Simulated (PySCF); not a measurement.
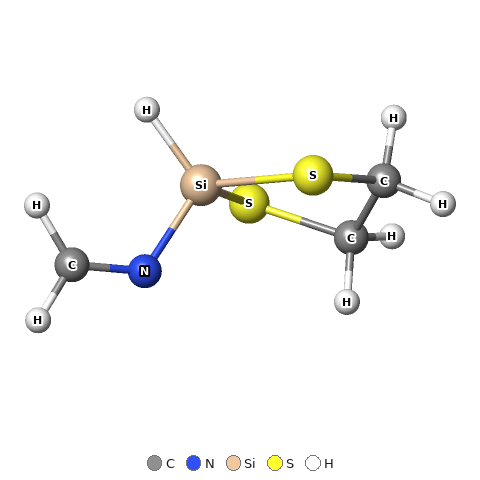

Structure of C₃H₇NS₂Si, SMILES C=N[SiH]1SCCS1.

Simulated rotational absorption lines between 6 and 18 GHz at 1.5 K: rigid rotor with the equilibrium constants and dipole of one optimised conformer (PBE0-D3(BJ)/def2-SVP, PySCF 2.14.0), commonest isotopes; no centrifugal distortion, hyperfine structure, internal rotation or nuclear-spin weights; lines within 1 MHz of each other are summed. Lines of different type are drawn apart.

### What are the rotational constants, and what kind of rotor is it?

Rotational constants A, B, C = 2.264, 1.255, 0.9071 GHz; Ray's κ = −0.49, an asymmetric top on the prolate side.

### Assign the strongest lines, as J(Ka,Kc).

```tsv
GHz	upper	lower	type	relative intensity
13.40	7(0,7)	6(0,6)	a	1.00
13.38	7(1,7)	6(1,6)	a	0.99
13.17	6(1,5)	5(1,4)	a	0.98
11.61	6(0,6)	5(0,5)	a	0.95
```

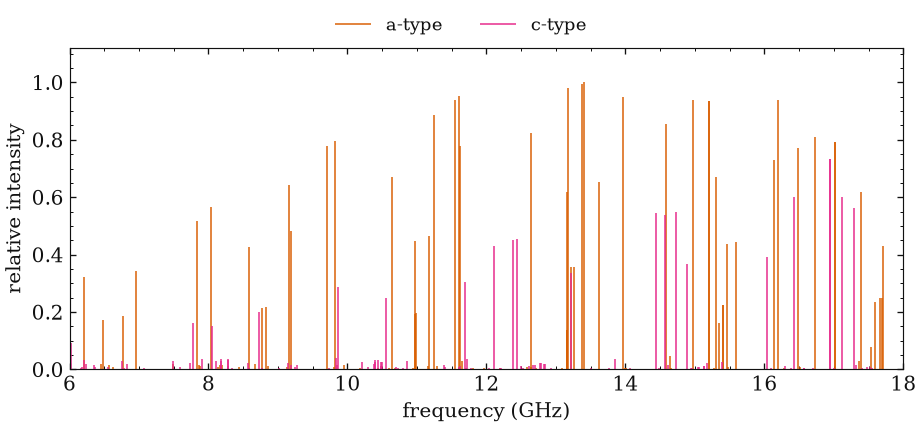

Caveats: coarse grid, loose stop and no frequency check, small forces are noise and the end may be a saddle.
